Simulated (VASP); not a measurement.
Band structure of BaHfO3 (cubic perovskite). Level of theory: PBE GGA, VASP's PBE PAW potentials (set 64) (plane waves; VASP).

Unless said otherwise, spin-orbit coupling is left out, though it shifts the bands of the heavy elements here.

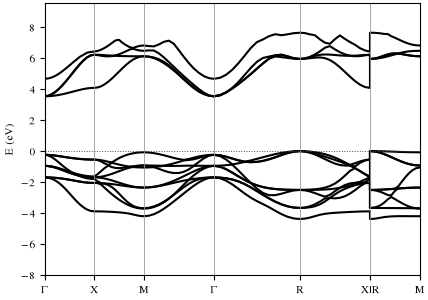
*Bands along high-symmetry lines, zero at the valence-band maximum or, without a gap, the Fermi level*

Task: Read the plot: is there a gap, and where are the band edges?

Result: The gap is indirect, 3.54 eV, from the valence maximum at R to the conduction minimum at Γ. (Edges off the drawn lines would not show.)

The compound is BaHfO3 in the cubic perovskite structure. It was relaxed first.
